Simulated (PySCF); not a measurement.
**Ge₂H₄: relaxation and vibrations of the triplet**

Where does triplet Ge₂H₄ go from a ethylene-like start, is the end point a minimum, and what are its modes, charges and moments?

The runs use PySCF 2.14.0; PBE0, basis Ge def2-TZVP, H def2-TZVP, no relativity, density fitting.

## 1. Where the work starts

6 atoms, charge 0, spin multiplicity 3.

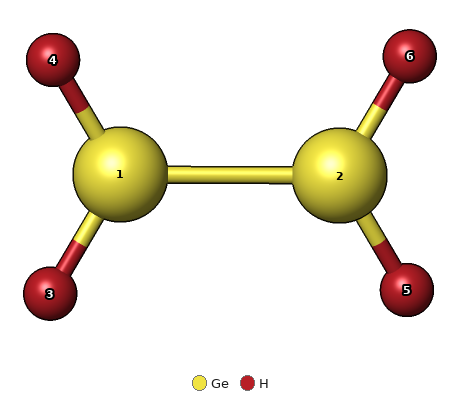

The starting geometry (germanium yellow, hydrogen red); atoms are numbered from 1 in the order of the file.

```xyz
6
charge 0 multiplicity 3
Ge    1.2100    0.0000    0.0000
Ge   -1.2100    0.0000    0.0000
H     1.9750    1.3158    0.1500
H     1.9750   -1.3158    0.1500
H    -1.9750    1.3158   -0.1500
H    -1.9750   -1.3158   -0.1500
```

## 2. The SCF at the typed geometry

The steps below are one call of a driver around PySCF. For each, scf.py gives the equivalent set-up of the SCF; relaxations use the driver's own optimiser. After this first run the driver tries any further starts and a stability analysis.

The input, scf.py:

```python
from pyscf import gto, scf, dft
mol = gto.M(atom='''
Ge     1.210000     0.000000     0.000000
Ge    -1.210000     0.000000     0.000000
H      1.975000     1.315800     0.150000
H      1.975000    -1.315800     0.150000
H     -1.975000     1.315800    -0.150000
H     -1.975000    -1.315800    -0.150000''',
    basis={'Ge': 'def2-TZVP', 'H': 'def2-TZVP'},
    charge=0, spin=2)
mf = dft.UKS(mol, xc='PBE0')
mf.grids.atom_grid = (50, 194)
aux = {'Ge': 'def2-universal-JKFIT', 'H': 'def2-universal-JKFIT'}
mf = mf.density_fit(auxbasis=aux)
mf.conv_tol = 1e-08
mf.diis_space = 10
mf.max_cycle = 60
mf.init_guess = 'minao'
mf.verbose = 4
mf.kernel()
```

Run with:

```sh
$ OMP_NUM_THREADS=4 python axn.py task.json out
```

Standard output:

```text
init E= -4154.50809888038
[... the frontier-level lines of each cycle are left out ...]
cycle= 1 E= -4155.72945867946  delta_E= -1.22  |g|= 0.592  |ddm|= 1.53
cycle= 2 E= -4155.71776456526  delta_E= 0.0117  |g|= 0.668  |ddm|= 0.482
cycle= 3 E= -4155.77857012858  delta_E= -0.0608  |g|= 0.0119  |ddm|= 0.265
cycle= 4 E= -4155.77870253436  delta_E= -0.000132  |g|= 0.00688  |ddm|= 0.0288
cycle= 5 E= -4155.77873824  delta_E= -3.57e-05  |g|= 0.00135  |ddm|= 0.00958
cycle= 6 E= -4155.77874153568  delta_E= -3.3e-06  |g|= 0.000419  |ddm|= 0.00401
cycle= 7 E= -4155.77874177451  delta_E= -2.39e-07  |g|= 0.00011  |ddm|= 0.00103
cycle= 8 E= -4155.77874179485  delta_E= -2.03e-08  |g|= 1.62e-05  |ddm|= 0.000361
cycle= 9 E= -4155.77874179516  delta_E= -3.13e-10  |g|= 3.92e-06  |ddm|= 4.17e-05
Extra cycle  E= -4155.77874179518  delta_E= -1.18e-11  |g|= 3.65e-06  |ddm|= 1.52e-05
converged SCF energy = -4155.77874179518  <S^2> = 2.0102404  2S+1 = 3.0068192
```

This step, with its further starts and checks, needed 20 s of wall time on 4 threads of Arm Neoverse V2, shared host.

Energies from each starting density:

```
                      start   energy (Eh)
    the minimal-basis guess  -4155.778742
a thermally smeared density  -4155.778742
      a smeared PBE density  -4155.778742
```

The test of internal stability and the other starts found no lower solution of this spin.

## 3. Relaxing the triplet from the ethylene-like start

The program finds C2h symmetry in the start, which this walk keeps. The walk stops when the largest gradient is under 0.0003 Eh/bohr and the energy has settled too.

scf.py: that of step 2 with these lines changed.

```diff
@@ -3 +3 @@
-Ge     1.210000     0.000000     0.000000
+Ge     1.210000     0.000000    -0.000000
@@ -18 +17,0 @@
-mf.init_guess = 'minao'
```

Energy and gradient, step by step:

```
step   energy (Eh)  change (kJ/mol)  largest symmetric gradient (Eh/bohr)
   0  -4155.778742             0.00                               0.00917
   1  -4155.791573           -33.69                               0.00826
   2  -4155.793063           -37.60                               0.00688
   3  -4155.793878           -39.74                               0.00296
   4  -4155.794199           -40.58                               0.00239
   5  -4155.794249           -40.71                               0.00137
   6  -4155.794259           -40.74                               0.00019
   7  -4155.794259           -40.74                               0.00003
```

The walk took 28 s.

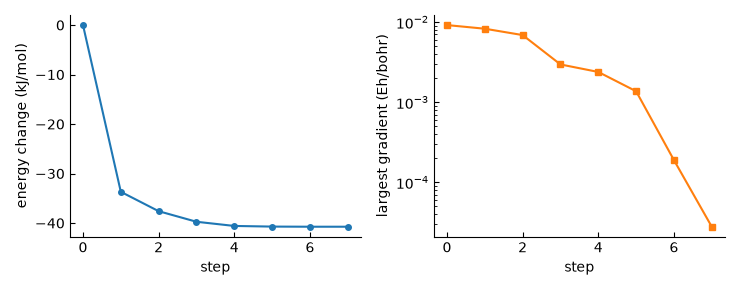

Energy and largest gradient along the walk.

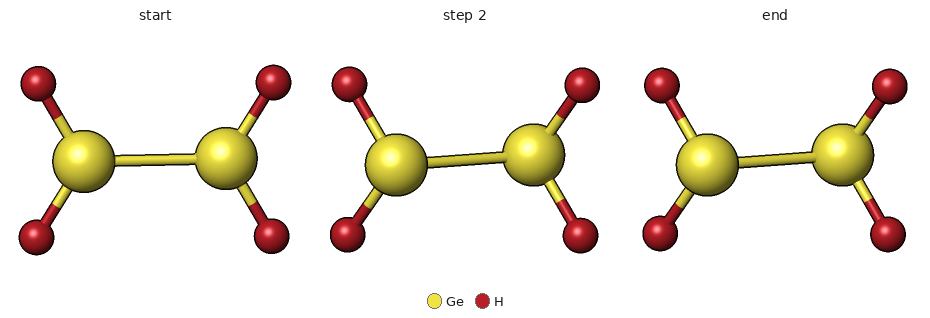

Start and end of the relaxation, with a step between.

It settles in C2h symmetry, 40.7 kJ/mol below the start, after 7 steps: Ge–Ge 2.470 Å, Ge–H 1.544 Å (×4); Ge–Ge–H 110.9° (×4), H–Ge–H 110.4° (×2).

## 4. Hessian and properties

The point is checked on the finer grid, and tightened if its gradient asks for it. The Hessian and the dipole derivatives come from central differences of analytic gradients, with steps of 0.02 bohr.

scf.py: that of step 3 with these lines changed.

```diff
@@ -3,6 +3,6 @@
-Ge     1.210000     0.000000    -0.000000
-Ge    -1.210000     0.000000     0.000000
-H      1.975000     1.315800     0.150000
-H      1.975000    -1.315800     0.150000
-H     -1.975000     1.315800    -0.150000
-H     -1.975000    -1.315800    -0.150000''',
+Ge     1.198170     0.000000    -0.299027
+Ge    -1.198170     0.000000     0.299027
+H      1.899264     1.267103     0.235210
+H      1.899264    -1.267103     0.235210
+H     -1.899264     1.267103    -0.235210
+H     -1.899264    -1.267103    -0.235210''',
@@ -12 +12 @@
-mf.grids.atom_grid = (50, 194)
+mf.grids.atom_grid = (75, 302)
@@ -15 +15 @@
-mf.conv_tol = 1e-08
+mf.conv_tol = 1e-10
```

This SCF starts from the last density.

Log of the central SCF (cycles and frontier levels):

```text
init E= -4155.79413792344
[... the frontier-level lines of each cycle are left out ...]
cycle= 1 E= -4155.79413792345  delta_E= -1.27e-11  |g|= 9.02e-07  |ddm|= 1.54e-06
Extra cycle  E= -4155.79413792344  delta_E= 1.18e-11  |g|= 1.11e-06  |ddm|= 1.4e-06
converged SCF energy = -4155.79413792344  <S^2> = 2.0048188  2S+1 = 3.0032108
```

The whole step took 78 s.

Geometry: C2h; Ge–Ge 2.470 Å, Ge–H 1.544 Å (×4); Ge–Ge–H 110.9° (×4), H–Ge–H 110.4° (×2).

Modes, for the most abundant isotopes:

| symmetry | ω (cm⁻¹) | IR (km/mol) | μ (u) |
| --- | --- | --- | --- |
| au | 200i | 0.2 | 1.01 |
| ag | 248 | 0.0 | 32.53 |
| au | 378 | 11.3 | 1.01 |
| bu | 420 | 37.5 | 1.03 |
| ag | 576 | 0.0 | 1.07 |
| bg | 578 | 0.0 | 1.06 |
| bu | 777 | 231 | 1.03 |
| ag | 849 | 0.0 | 1.02 |
| bu | 2087 | 177 | 1.02 |
| ag | 2095 | 0.0 | 1.02 |
| bg | 2121 | 0.0 | 1.03 |
| au | 2130 | 245 | 1.03 |

With 1 mode imaginary (up to 200i cm⁻¹) this point is a saddle.

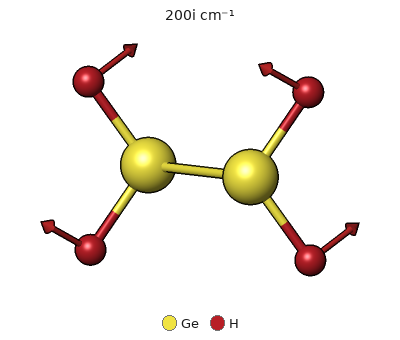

The imaginary mode, as arrows.

Constants and moments:

```yaml
Dipole_moment: 0.00 D
Highest_occupied_level: -5.28 eV
Lowest_empty_level: -3.88 eV
Rotational_constants: 2.037, 0.07017, 0.06884 cm⁻¹
Zero-point_energy_real_modes: 73.3 kJ/mol
Principal_polarisabilities: 53.0, 64.7, 95.1 bohr³
Atomisation_energy_without_zero-point_energy: 1259 kJ/mol
Principal_traceless_quadrupole_moments_about_the_centre_of_mass: -0.92, 0.06, 0.86 D Å
Spin_squared_⟨S²⟩: 2.005
```

Charges (e) and bond orders:

```tsv
atom	Mulliken	Löwdin	polar tensor	spin (Mulliken)	Mayer order to Ge1
Ge1	-0.06	0.11	0.41	0.97	–
Ge2	-0.06	0.11	0.41	0.97	0.92
H3,4	0.03	-0.05	-0.21	0.01	0.93
H5,6	0.03	-0.05	-0.21	0.01	0.02
```

Outer orbital energies (eV). α occupied: -33.54, -16.17, -14.31, -10.25, -9.60, -8.63, -7.42, -5.28; empty: -0.04, 0.57, 1.01, 1.22. β occupied: -33.54, -33.53, -33.50, -15.39, -13.63, -10.00, -9.37, -8.20; empty: -3.88, -1.72, 0.40, 0.91.

Mulliken populations on Ge1: s 7.52, p 14.43, d 10.10, f 0.01.

## 5. Leaving the saddle point

The atoms are moved a little along the softest imaginary mode and relaxed again.

The program finds C2 symmetry in the start, which this walk keeps. Threshold on the gradient: 0.0003 Eh/bohr, with a further test on the energy change.

scf.py: that of step 4 with these lines changed.

```diff
@@ -3,6 +3,6 @@
-Ge     1.198170     0.000000    -0.299027
-Ge    -1.198170     0.000000     0.299027
-H      1.899264     1.267103     0.235210
-H      1.899264    -1.267103     0.235210
-H     -1.899264     1.267103    -0.235210
-H     -1.899264    -1.267103    -0.235210''',
+Ge     1.198170     0.001490    -0.299027
+Ge    -1.198170     0.001490     0.299027
+H      1.922229     1.212476     0.339558
+H      1.876299    -1.321730     0.130862
+H     -1.922229     1.212476    -0.339558
+H     -1.876299    -1.321730    -0.130862''',
@@ -12 +12 @@
-mf.grids.atom_grid = (75, 302)
+mf.grids.atom_grid = (50, 194)
@@ -15 +15 @@
-mf.conv_tol = 1e-10
+mf.conv_tol = 1e-08
```

Energy and gradient, step by step:

| step | energy (Eh) | change (kJ/mol) | largest symmetric gradient (Eh/bohr) |
| --- | --- | --- | --- |
| 0 | -4155.794378 | 0.00 | 0.00139 |
| 1 | -4155.794529 | -0.40 | 0.00070 |
| 2 | -4155.794761 | -1.01 | 0.00111 |
| 3 | -4155.795102 | -1.90 | 0.00213 |
| 4 | -4155.795482 | -2.90 | 0.00329 |
| 5 | -4155.795934 | -4.09 | 0.01140 |
| 6 | -4155.797276 | -7.61 | 0.00441 |
| 7 | -4155.798953 | -12.01 | 0.00179 |
| 8 | -4155.801219 | -17.96 | 0.00618 |
| 9 | -4155.802378 | -21.00 | 0.00710 |
| 10 | -4155.803269 | -23.34 | 0.00414 |
| 11 | -4155.804095 | -25.51 | 0.00314 |
| 12 | -4155.804182 | -25.74 | 0.00310 |
| 13 | -4155.804268 | -25.97 | 0.00259 |
| 14 | -4155.804366 | -26.22 | 0.00191 |
| 15 | -4155.804463 | -26.48 | 0.00138 |
| 16 | -4155.804566 | -26.75 | 0.00141 |
| 17 | -4155.804634 | -26.93 | 0.00105 |
| 18 | -4155.804643 | -26.95 | 0.00159 |
| 19 | -4155.804670 | -27.02 | 0.00077 |
| 20 | -4155.804677 | -27.04 | 0.00053 |
| 21 | -4155.804688 | -27.07 | 0.00024 |
| 22 | -4155.804688 | -27.07 | 0.00008 |

The walk took 80 s.

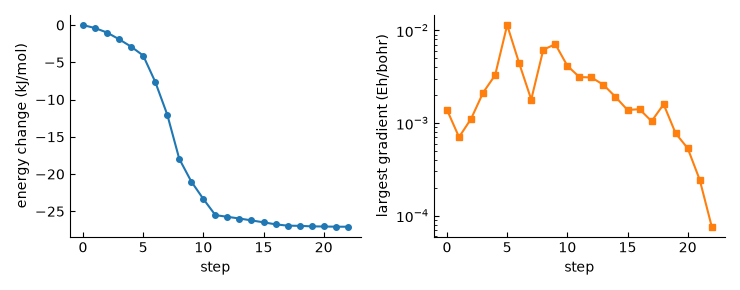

How energy and gradient fall.

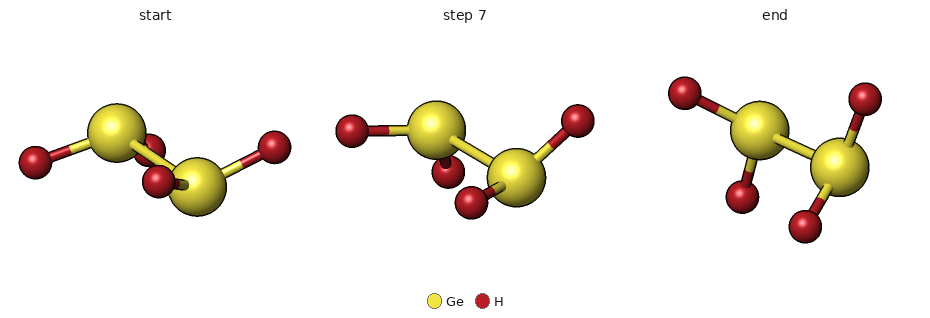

Start and end of the relaxation, with a step between.

It settles in C2 symmetry, 27.1 kJ/mol below the start, after 22 steps: Ge–Ge 2.422 Å, Ge–H 1.544 Å (×2), Ge–H 1.549 Å (×2); Ge–Ge–H 111.9° (×2), Ge–Ge–H 114.7° (×2), H–Ge–H 108.7° (×2).

## 6. Vibrations and properties at this point

As before: finer grid, then central differences.

scf.py: that of step 5 with these lines changed.

```diff
@@ -3,6 +3,6 @@
-Ge     1.198170     0.001490    -0.299027
-Ge    -1.198170     0.001490     0.299027
-H      1.922229     1.212476     0.339558
-H      1.876299    -1.321730     0.130862
-H     -1.922229     1.212476    -0.339558
-H     -1.876299    -1.321730    -0.130862''',
+Ge     1.202640     0.014101    -0.142699
+Ge    -1.202640     0.014101     0.142699
+H      1.941561     0.106398     1.209801
+H      1.762562    -1.194633    -0.933745
+H     -1.941561     0.106398    -1.209801
+H     -1.762562    -1.194633     0.933745''',
@@ -12 +12 @@
-mf.grids.atom_grid = (50, 194)
+mf.grids.atom_grid = (75, 302)
@@ -15 +15 @@
-mf.conv_tol = 1e-08
+mf.conv_tol = 1e-10
```

SCF at the final geometry:

```text
init E= -4155.80457895689
[... the frontier-level lines of each cycle are left out ...]
cycle= 1 E= -4155.8045789569  delta_E= -1.36e-11  |g|= 1.46e-06  |ddm|= 3.62e-06
Extra cycle  E= -4155.80457895689  delta_E= 7.28e-12  |g|= 1.6e-06  |ddm|= 3.26e-06
converged SCF energy = -4155.80457895689  <S^2> = 2.0049056  2S+1 = 3.0032686
```

The whole step needed 1.8 min of wall time on 4 threads of Arm Neoverse V2, shared host.

Geometry: C2; Ge–Ge 2.422 Å, Ge–H 1.544 Å (×2), Ge–H 1.549 Å (×2); Ge–Ge–H 111.8° (×2), Ge–Ge–H 114.8° (×2), H–Ge–H 108.7° (×2).

Modes, for the most abundant isotopes:

| symmetry | ω (cm⁻¹) | IR (km/mol) | μ (u) |
| --- | --- | --- | --- |
| a | 181 | 0.9 | 1.08 |
| a | 261 | 0.0 | 11.50 |
| b | 379 | 9.6 | 1.02 |
| a | 419 | 6.9 | 1.02 |
| b | 542 | 38.8 | 1.08 |
| a | 564 | 1.2 | 1.07 |
| b | 815 | 241 | 1.02 |
| a | 863 | 18.8 | 1.02 |
| b | 2066 | 173 | 1.02 |
| a | 2071 | 67.5 | 1.02 |
| a | 2115 | 24.2 | 1.02 |
| b | 2120 | 210 | 1.02 |

All wavenumbers are real: a minimum.

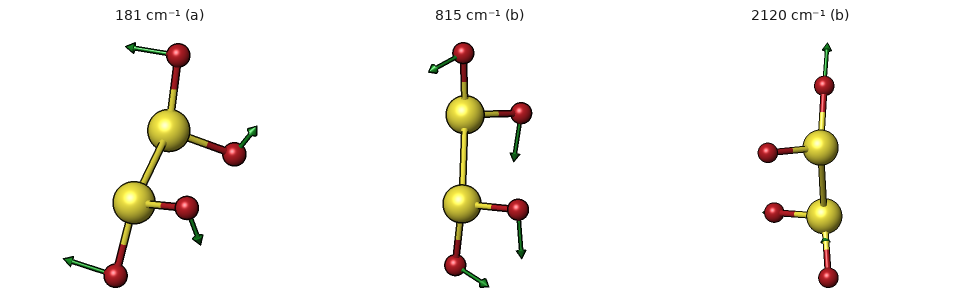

Displacements of 3 of the modes, as arrows (one member where a mode is degenerate).

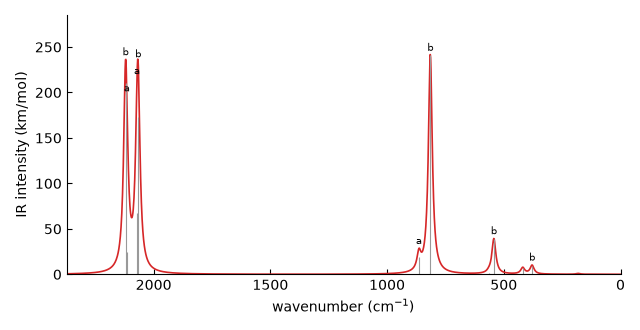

The harmonic infrared spectrum (widths in cm⁻¹). Lines are broadened to a width of 20 cm⁻¹ (Lorentzian).

Properties at this point:

```
Dipole moment                                                   : 0.07 D
Highest occupied level                                          : -6.19 eV
Lowest empty level                                              : -2.96 eV
Rotational constants                                            : 2.089, 0.07229, 0.07161 cm⁻¹
Zero-point energy                                               : 74.1 kJ/mol
Principal polarisabilities                                      : 56.2, 61.4, 92.6 bohr³
Atomisation energy without zero-point energy                    : 1286 kJ/mol
Principal traceless quadrupole moments about the centre of mass : -0.38, -0.03, 0.41 D Å
Entropy at 298.15 K and 1 bar (electronic part: spin only)      : 308.2 J/(mol K)
Heat capacity Cp at 298.15 K                                    : 75.2 J/(mol K)
Enthalpy at 298.15 K above 0 K                                  : 15.69 kJ/mol
Rotational symmetry number                                      : 2
Spin squared ⟨S²⟩                                               : 2.005
```

Populations by atom (charges in e):

```tsv
atom	Mulliken	Löwdin	polar tensor	spin (Mulliken)	Mayer order to Ge1
Ge1	-0.05	0.11	0.43	0.94	–
Ge2	-0.05	0.11	0.43	0.94	0.97
H3	0.03	-0.06	-0.20	0.00	0.93
H4	0.03	-0.05	-0.23	0.06	0.92
H5	0.03	-0.06	-0.20	0.00	0.02
H6	0.03	-0.05	-0.23	0.06	0.04
```

Outer orbital energies (eV). α occupied: -33.53, -16.26, -14.30, -10.10, -9.84, -8.88, -6.32, -6.19; empty: 0.04, 0.69, 0.83, 1.66. β occupied: -33.55, -33.54, -33.50, -15.45, -13.60, -9.78, -9.48, -8.44; empty: -2.96, -2.82, 0.51, 1.17.

Mulliken populations on Ge1: s 7.52, p 14.42, d 10.10, f 0.01.

## 7. The points found, side by side

| spin | group | bonds | imaginary modes (cm⁻¹) | ΔE (kJ/mol) | with zero-point energy |
| --- | --- | --- | --- | --- | --- |
| triplet | C2 | Ge–Ge 2.422 Å, Ge–H 1.544 Å (×2), Ge–H 1.549 Å (×2) | none | 0.0 | 0.0 |
| triplet | C2h | Ge–Ge 2.470 Å, Ge–H 1.544 Å (×4) | 200i | 27.4 | – |

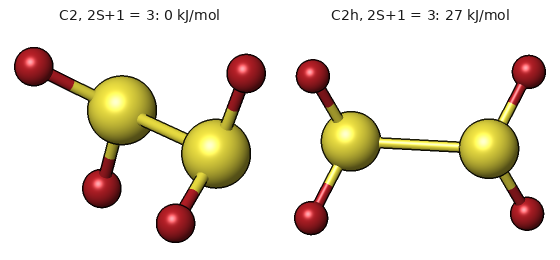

The points, lowest first (germanium yellow, hydrogen red).

## 8. Results

```
                                          quantity                                                                                                              value
                                           minimum                                                                                                        triplet, C2
                                          geometry  Ge–Ge 2.422 Å, Ge–H 1.544 Å (×2), Ge–H 1.549 Å (×2); Ge–Ge–H 111.8° (×2), Ge–Ge–H 114.8° (×2), H–Ge–H 108.7° (×2)
                                wavenumbers (cm⁻¹)     181 (a), 261 (a), 379 (b), 419 (a), 542 (b), 564 (a), 815 (b), 863 (a), 2066 (b), 2071 (a), 2115 (a), 2120 (b)
                                     dipole moment                                                                                                             0.07 D
highest occupied, lowest empty level (either spin)                                                                                                    -6.19, -2.96 eV
                        polar-tensor charge of Ge1                                                                                                            +0.43 e
                                 zero-point energy                                                                                                        74.1 kJ/mol
                               entropy at 298.15 K                                                                                                    308.2 J/(mol K)
         atomisation energy (no zero-point energy)                                                                                                        1286 kJ/mol
                                              ⟨S²⟩                                                                                                              2.005
```

In words: From C2h at the start the molecule goes to a C2 minimum, after a stop at a saddle point 27.4 kJ/mol higher, from which it was pushed off along an imaginary mode. In the infrared the band at 815 cm⁻¹ (b) leads. Other starts or spin states, not run here, may lie lower.

The search up to here took 5.3 min.
